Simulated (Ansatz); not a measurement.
# C2H5BClFSi: the cost of one run

The runs use Ansatz 0.2.0, Gaussian basis; functionals in def2-TZVPP, the program's frozen cores in correlated methods.

Plan: PBE-D4, r2SCAN-D4, PBE0-D4, B3LYP-D4, ωB97X-V, ωB97M-V, B2PLYP; CCSD(T)/def2-TZVPP; MP2/def2-QZVPP; extrapolation to the limit.

### Step 1. The geometry

An earlier PBE0-D4 in a triple-zeta def2 set relaxation fixed the geometry.

SMILES `F[C@@H]1B[Si@H](Cl)C1`, 11 atoms, charge 0, spin multiplicity 1.

Atoms are counted from 1 here; the program's logs count them from 0.

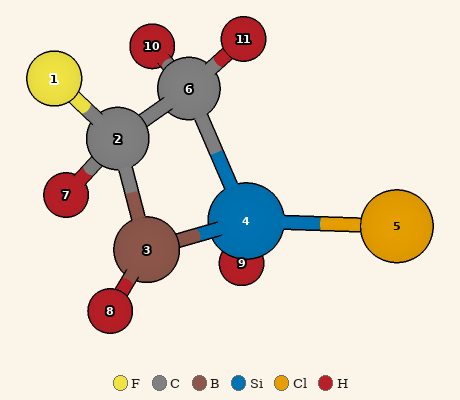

The structure; fluorine yellow, carbon grey, boron brown, silicon blue, chlorine amber, hydrogen red; atoms are numbered from 1 in the order of the file.

### Step 2. PBE-D4 (GGA)

in.yaml reads:

```yaml
crystal:
  periodic: [false, false, false]
  atoms:
    - {symbol: F, position_ang: [1.352668, -1.701038, -1.052377]}
    - {symbol: C, position_ang: [0.604414, -0.830957, -0.336399]}
    - {symbol: B, position_ang: [-0.407935, -1.112543, 0.758586]}
    - {symbol: Si, position_ang: [-0.764919, 0.860251, 0.590332]}
    - {symbol: Cl, position_ang: [-2.641143, 1.295375, -0.141274]}
    - {symbol: C, position_ang: [0.488586, 0.597191, -0.823174]}
    - {symbol: H, position_ang: [1.095653, -0.732651, 0.756140]}
    - {symbol: H, position_ang: [-0.630711, -2.122730, 1.340494]}
    - {symbol: H, position_ang: [-0.436243, 1.898803, 1.597149]}
    - {symbol: H, position_ang: [1.420871, 1.159618, -0.877502]}
    - {symbol: H, position_ang: [-0.015842, 0.631780, -1.791376]}
basis:
  gaussian: {orbitals: def2-TZVPP}
hamiltonian: {xc: pbe, dispersion: d4}
output: {forces: true, orbitals: {seedname: orbitals}}
```

The run is started by

```console
> ansatz run in.yaml --threads 4 --pin off --events-out ev --progress --plain --max-ram 10444MiB
```

Q: Estimate wall time and peak memory on 4 threads of Arm Neoverse V1, shared host.

About 3.5 s, with a peak of 0.42 GiB.
